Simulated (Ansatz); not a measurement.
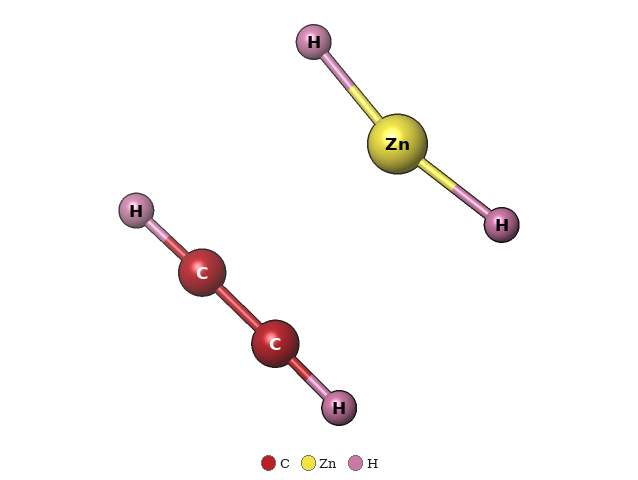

All atoms lie in one plane, which faces the viewer. Computed geometry: PBE0-D4/def2-TZVP optimisation. No frequency run is at hand to confirm it as a minimum.

**Which symmetry elements does this geometry have?**

It has 1 C2 axis and 2 mirror planes, so the point group is C2v. The group has 4 operations. The geometry is achiral, and symmetry allows a dipole moment.
